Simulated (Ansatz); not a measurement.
AlH2OF: several calculations on one system

## 1. Relaxation

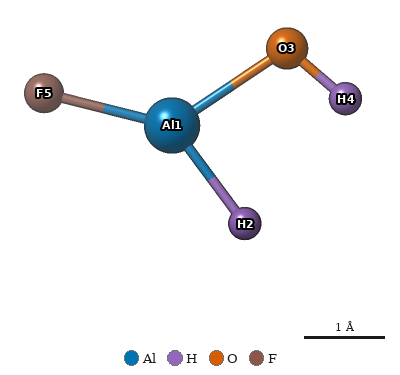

AlH$_{2}$OF, before the relaxation. The picture is a ball-and-stick view, seen at a tilt.

The run prepares an end point of a later path (reaction) calculation, from a guessed geometry.

These are results of Ansatz 0.2.0, RKS PBE-D4/def2-SVP, not measurements.

Input file:
```yaml
crystal:
  periodic: [false, false, false]
  atoms:
    - { symbol: Al, position_ang: [0.1844, -0.077177, 0.133828] }
    - { symbol: H, position_ang: [0.689369, -0.168071, 1.593608] }
    - { symbol: O, position_ang: [1.814849, -0.40315, -0.367335] }
    - { symbol: H, position_ang: [2.321645, -0.496537, 0.459124] }
    - { symbol: F, position_ang: [-1.207263, 0.193036, -0.736725] }
basis:
  gaussian: { orbitals: def2-SVP }
hamiltonian:
  xc: pbe
  dispersion: d4
relax:
  f_tol: 0.03
  max_steps: 50
output:
  orbitals: {}
```

Run as
```bash
ansatz run input.yaml --threads 1 --pin off --max-ram 2048MiB --backend cpu --events-out ev --progress --plain --runs-dir out
```

Question: What does the optimiser find from here?

Answer: Over 7 accepted moves (8 points after the start) the energy falls by 68.1 kJ/mol. The largest force component goes from 1.4 to 0.01 eV/Å. The line search rejected the trial step at point 4 of the run. The largest move after the best rigid fit is that of H2, 0.70 Å. Largest moves by element: H 0.70 Å, Al 0.22 Å, F 0.22 Å, O 0.08 Å. Some distances before and after: Al1–H2 1.547 → 1.584 Å, Al1–O3 1.737 → 1.708 Å, Al1–F5 1.664 → 1.673 Å, O3–H4 0.974 → 0.969 Å. Among the angles between lasting bonds that change: H2–Al1–O3 87.4° → 125.5°, H2–Al1–F5 140.9° → 118.8°, Al1–O3–H4 105.2° → 124.1°. The run took 12 s on 1 thread of Arm Neoverse V1 (shared host), peak memory 0.12 GiB.

The structure at the end:

```xyz
5

Al    0.3038   -0.0995    0.3216
H     0.0702   -0.0439    1.8870
O     1.7983   -0.3995   -0.4494
H     2.6298   -0.5608    0.0210
F    -0.9991    0.1518   -0.6976
```

After the run, drawn alike:

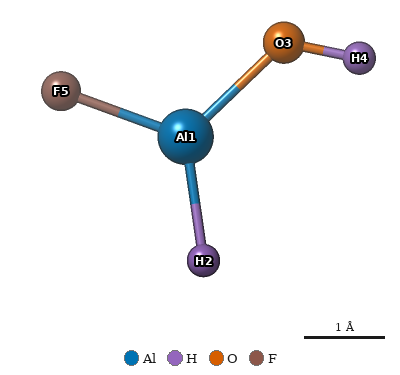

## 2. Relaxation

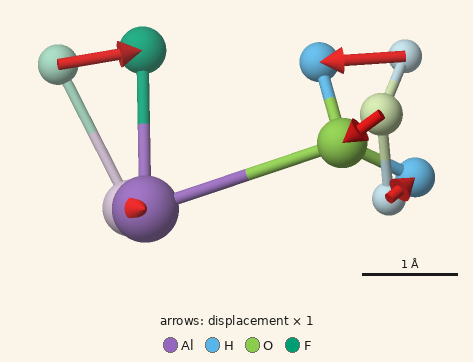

A relaxation of AlH2OF. The starting structure is drawn faded, the final one solid; red arrows show the displacements, at their true length. The two geometries are superimposed by the best rigid fit.

Style: ball-and-stick. Shown at a tilt.

The run prepares an end point of a later path (reaction) calculation, from a guessed geometry.

All numbers below come from Ansatz 0.2.0, RKS PBE-D4/def2-SVP. Set-up: no spin polarisation; force threshold 0.03 eV/Å; at most 50 steps.

What did the optimiser do to the structure, and how much energy did it gain?

Answer. After 12 geometry steps the energy has fallen by 0.361 eV. The largest force component goes from 0.58 to 0.0063 eV/Å. The largest moves after the best rigid fit, 0.91 Å, are those of H and F atoms. Largest moves by element: H 0.91 Å, F 0.91 Å, O 0.53 Å, Al 0.39 Å. Near-neighbour distances that change, for instance: Al–O 2.968 → 2.228 Å, Al–F 1.694 → 1.741 Å, H–O 0.991 → 0.978 Å, H–O 0.978 → 0.989 Å. New bonds form, among them: Al–O (2.97 → 2.23 Å). Bond angles that change, for instance: H–O–H 102.5° → 106.8°. Cost: 17 s on 1 thread of Arm Neoverse V1, on a shared host, peak memory 0.12 GiB.

Limits of the set-up: the start holds two separate molecules, 2.8 Å apart at their closest, whose relative position is a soft coordinate.

## 3. Path

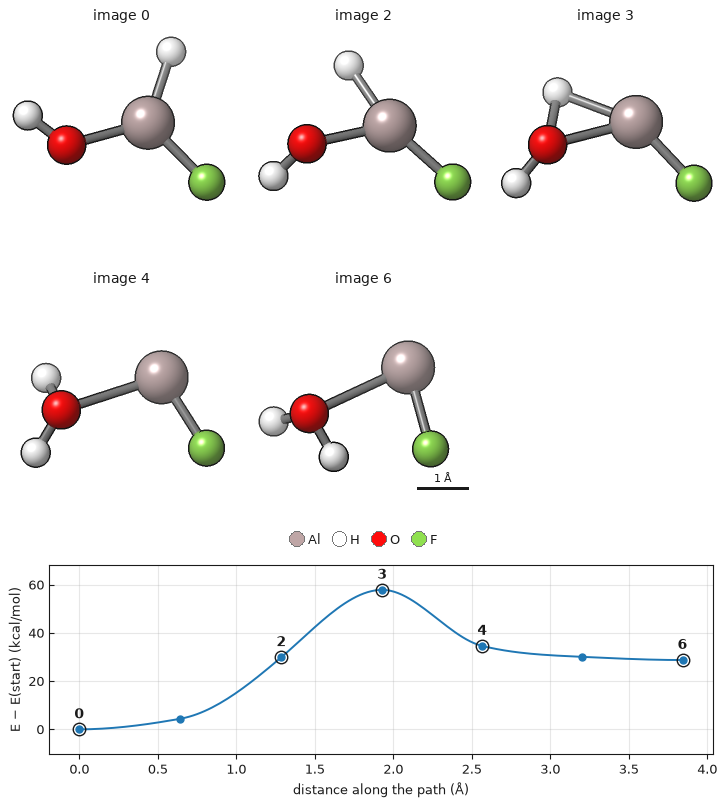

A search for the minimum-energy path of AlH$_{2}$OF by the nudged elastic band. Images are numbered from 0 (start) to 6 (end). A ball-and-stick model, seen at a tilt.

Theory: RKS PBE-D4/def2-SVP in Ansatz. Settings: 5 movable images; climbing image; force threshold 0.03 eV/Å; iteration limit 60; starting path through a guess of the saddle point.

What happens along the path, and what is the barrier?

Answer. The energy climbs by 57.9 kcal/mol to image 3 and then falls by 29.1 kcal/mol, so the end point sits at +28.8 kcal/mol. A hydrogen atom shifts from one atom to another. Breaking: Al–H (1.58 → 2.86 Å). Forming: H–O (2.93 → 0.98 Å). The band is converged. At the top, the vibrational analysis gives one imaginary mode (1258i cm⁻¹), as a transition state must have.

The run took 91 s on 1 thread of Arm Neoverse V1, with other jobs on the host, peak memory 0.088 GiB.
